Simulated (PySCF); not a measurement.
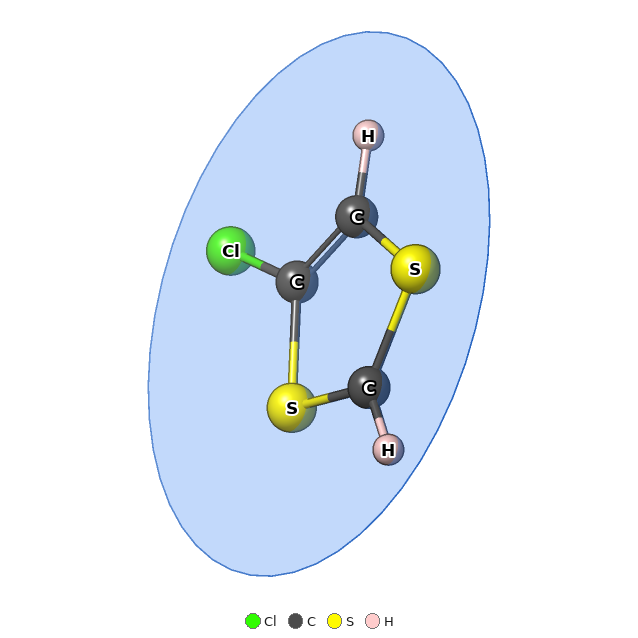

All proper rotation axes (lines) and mirror planes (discs) of the structure are drawn in. Depth is shown by fading: the farther an atom, the more it takes the colour of the background. Charge +1, singlet. The geometry was computed by an optimisation with PBE0-D3(BJ)/def2-SVP. No frequency run is at hand to confirm it as a minimum.

Name the symmetry elements and the point group.

It has 1 mirror plane. Point group Cs. The group has 2 operations. The geometry is achiral, and symmetry allows a dipole moment.
